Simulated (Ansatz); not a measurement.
CH5AlO (SMILES [CH3][Al][OH2+]) (charge +1, doublet)

```xyz
8

C    -1.9977   -0.6623   -1.0551
Al   -0.8681    0.9403   -1.0148
O     0.4154    0.5890    0.4347
H    -2.4927   -0.7822   -0.0860
H    -1.3759   -1.5398   -1.2601
H    -2.7577   -0.5767   -1.8332
H     0.4432   -0.2148    0.9799
H     1.1224    1.1884    0.7216
```

Geometry: B3LYP-D3(BJ)/6-311G**.

All numbers below come from Ansatz, isolated molecule in a Gaussian basis; Kohn-Sham density functional theory, functional PBE0.

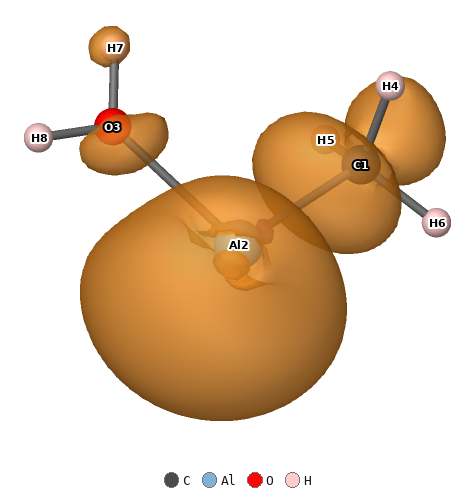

Figure 1. Isosurfaces of the spin density at +0.015 (orange) and −0.015 e/Å³ (purple), seen at a tilt.

Q: Describe the spin distribution.

A: The unpaired spin (1 electron) lies mostly on Al2 (about 0.8) and C1 (about 0.2), in electrons by Hirshfeld's partition.

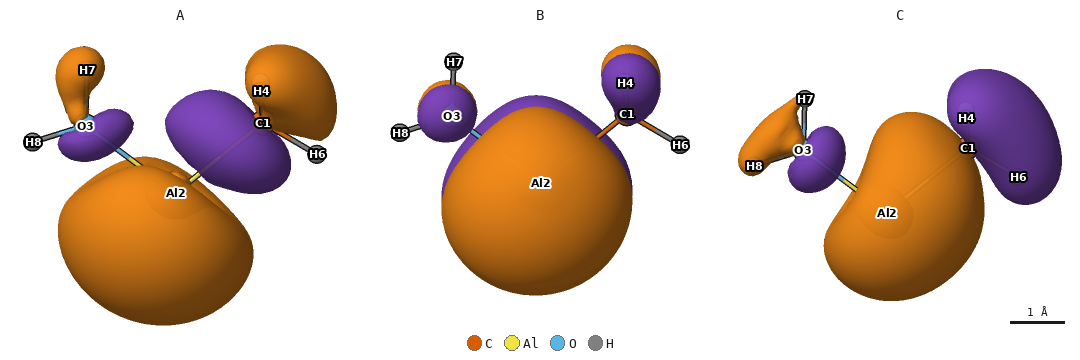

Figure 2. Three frontier orbitals at ±0.08 Å⁻³ᐟ² (orange and purple are the two phases), in no order.

Q: Which picture is the HOMO−1, the HOMO and the LUMO? All are α orbitals.

A: C is the HOMO−1 (α) (−14.80 eV). It lies mainly on C1 (about 40 %) and Al2 (about 40 %). A is the HOMO (α) (−11.41 eV). It lies mainly on Al2 (about 70 %) and C1 (about 20 %). B is the LUMO (α) (−6.48 eV). It lies mainly on Al2 (about 85 %).

Q: What is the gap between the highest occupied and lowest empty α orbitals?

A: 4.93 eV between the orbital energies.

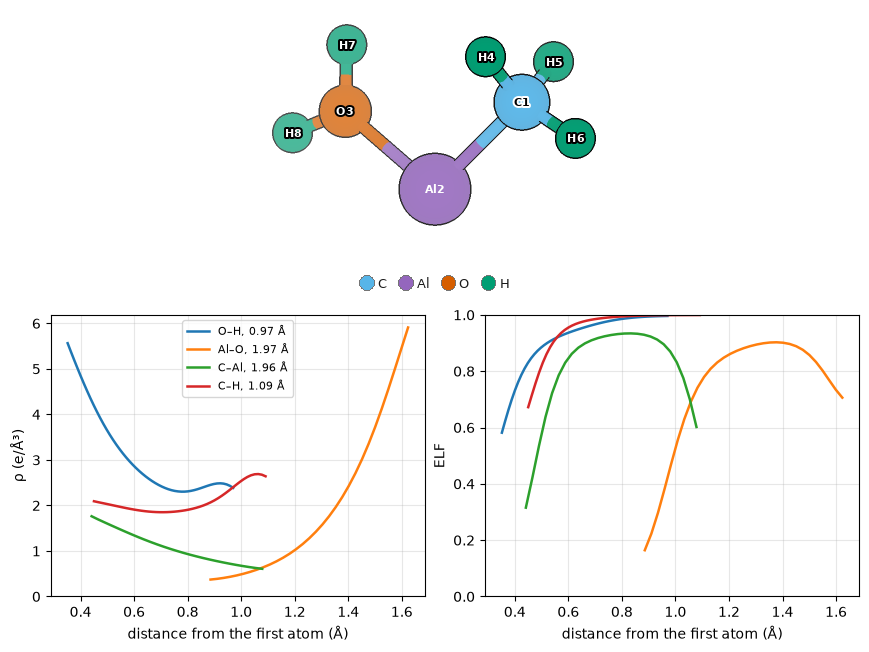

Figure 3. Total electron density and electron localisation function along straight lines between neighbouring atoms. The curves leave out the atomic cores. The structure is drawn too.

Q: What can be read from the curves?

A: O–H (0.97 Å): ρ is about 3.8 e/Å³ halfway; the ELF climbs to about 1 towards the hydrogen, as it does in any bond to H; a covalent bond by its length.
Al–O (1.97 Å): ρ at the midpoint is about 0.46 e/Å³; the ELF peaks at about 0.90 in the valence shell of O, 0.6 Å from its nucleus, and is about 0.45 at the midpoint.
C–Al (1.96 Å): ρ is about 0.69 e/Å³ halfway; the ELF peaks at about 0.95 between the atoms, as expected for a polar covalent bond.
C–H (1.09 Å): the density is about 2 e/Å³ at the midpoint; the ELF climbs to about 1 towards the hydrogen; a covalent bond by its length.

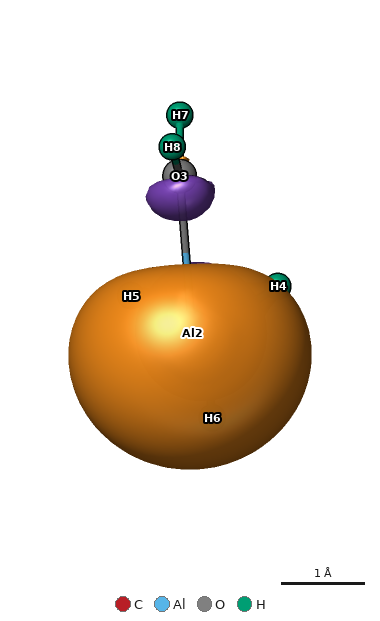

Figure 4. The HOMO (α) at ±0.15 Å⁻³ᐟ² (orange and purple are the two phases), seen at an oblique angle.

Q: Where does this orbital lie, and at what energy?

A: By Hirshfeld shares it lies mainly on Al2 (about 70 %) and C1 (about 20 %). Its energy is −11.41 eV.
